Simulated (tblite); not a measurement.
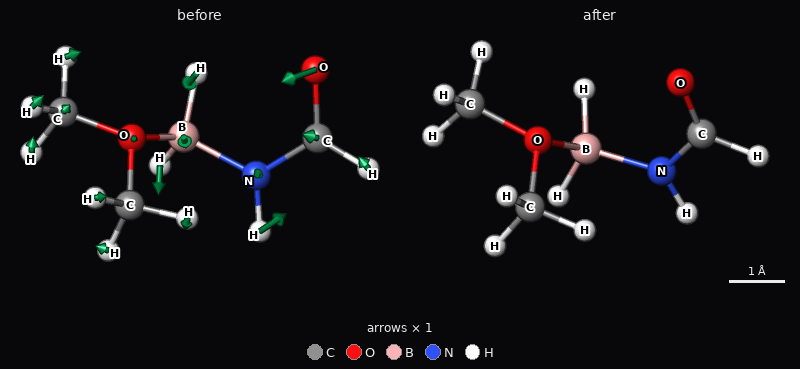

The structure of C3H10BNO2 before (left) and after (right) a relaxation, at one scale. The green arrows give the displacements, at their true length.

Style: ball-and-stick. Shown at a tilt.

Theory: GFN2-xTB geometry optimisation, gas phase (tblite). 

What changed between the two?

Answer. The largest move after the best rigid fit is that of an O atom, 0.89 Å. By element the largest moves are O 0.89 Å, H 0.72 Å, B 0.37 Å, C 0.35 Å, N 0.20 Å. Near-neighbour distances that change, for instance: B–O 1.467 → 1.642 Å, C–N 1.421 → 1.339 Å, C–O 1.275 → 1.210 Å, C–H 1.128 → 1.093 Å. Bond angles that change, for instance: O–B–N 112.4° → 104.3°, H–B–H 108.2° → 115.9°, N–C–H 119.7° → 112.9°. Groups turn about B–N by about 40°, B–O by about 20°. Over 97 geometry steps the energy falls by 86.6 kJ/mol. Cost: 0.41 s on 1 thread of Arm Neoverse V2, on a shared host.
